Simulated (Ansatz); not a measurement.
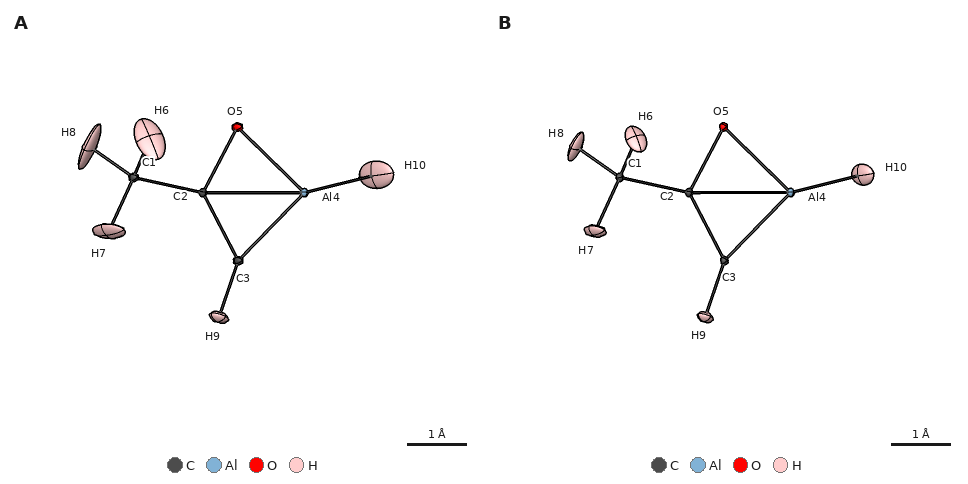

Displacement ellipsoids at the 50 % level, scaled by 0.7, from the internal vibrations of the free molecule (harmonic, no overall translation or rotation; no half-axis is drawn under 0.075 Å). Vibrations computed with RKS PBE0-D4/def2-TZVP (Ansatz 0.2.0). One panel is for 200 K, the other for 600 K.

Question: Which panel is for 600 K?

Answer: A.

Question: How much does the mean-square displacement of H6 grow, and why?

Answer: U_eq goes from 0.0336 to 0.0768 Å², a factor of 2.3. Modes below kT (417 cm⁻¹ at 600 K) grow about in proportion to T, and the lowest lies at 124 cm⁻¹; the mean-square amplitude of a mode is its zero-point value times coth(ħω/2kT), which comes close to 1 only above about 3kT.
